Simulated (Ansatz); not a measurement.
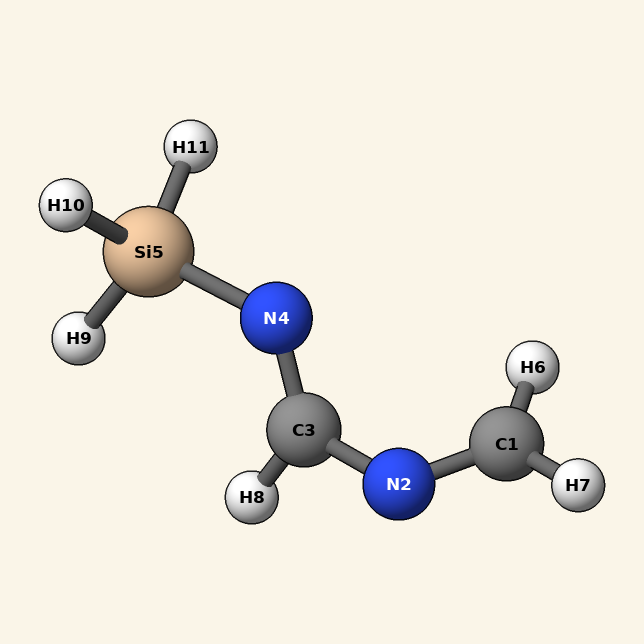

The questions are on Mulliken charges. The geometry was computed by an optimisation with PBE-D4/def2-SVP. No frequency run is at hand to confirm it as a minimum. Properties computed with RKS PBE-D4/def2-SVP (Ansatz 0.2.0).

Which atom carries the highest charge (most positive or least negative)?

Si5 (0.37 e).

And the lowest?

N4 (−0.28 e).

List the Mulliken charges.

| atom | value (e) |
| --- | --- |
| C1 | 0.03 |
| N2 | −0.11 |
| C3 | 0.06 |
| N4 | −0.28 |
| Si5 | 0.37 |
| H6 | 0.05 |
| H7 | 0.06 |
| H8 | 0.03 |
| H9 | −0.09 |
| H10 | −0.06 |
| H11 | −0.07 |

Mulliken values depend strongly on the basis set and can even reverse the polarity of a bond.
